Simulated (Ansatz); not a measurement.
The figure comes from a scan of TiAl₃ (D022 type, space group I4/mmm): the cell is scaled evenly about its relaxed volume V₀. Level of theory: PBE (plane waves to 420 eV, PAW, scalar-relativistic; Ansatz, a first-principles code). k mesh 17×17×17 (Γ-centred), Fermi-Dirac smearing 0.05 eV. Compression counts positive. TiAl3 is run without spin polarisation. TiAl3 was relaxed with its symmetry unable to fall. 

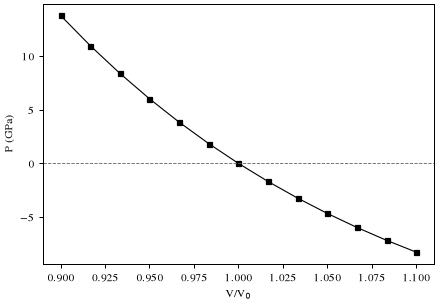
*P (GPa) against V/V₀; computed points joined by lines.*

**Question.** Read the plotted values off the figure, to the accuracy that the plot allows.

**Answer.** To the nearest 0.5:

```
V/V₀   P (GPa)
-----  -------
0.900     14.0
0.917     11.0
0.933      8.5
0.950      6.0
0.967      4.0
0.983      2.0
1.000      0.0
1.017     -1.5
1.033     -3.0
1.050     -4.5
1.067     -6.0
1.083     -7.0
1.100     -8.5
```

(Under strain, the slope of the energy per volume gives the stress and its curvature an elastic modulus.)
